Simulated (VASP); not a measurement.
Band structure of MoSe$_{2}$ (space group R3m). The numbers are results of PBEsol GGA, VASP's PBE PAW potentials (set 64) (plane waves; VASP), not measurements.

Without a dispersion term in the relaxation, distances and binding between the weakly bound layers, chains or molecules are unreliable, and so is what depends on them.

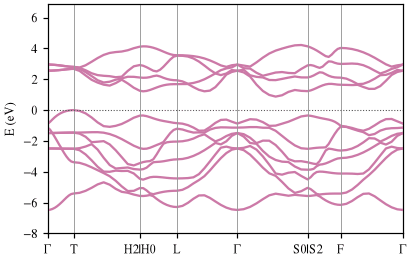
Figure. Bands along high-symmetry lines, zero at the valence-band maximum or, without a gap, the Fermi level

**Question.** Read the plot: is there a gap, and where are the band edges?

**Answer.** The gap is indirect, 0.88 eV, from the valence maximum at T to the conduction minimum at Γ-S0 at 0.55. (Edges off the drawn lines would not show.)

The structure comes from a computed database's MoSe2 entry (R3m); how it stands against other phases isn't given here. It was relaxed first, which changed the volume by -8 %.
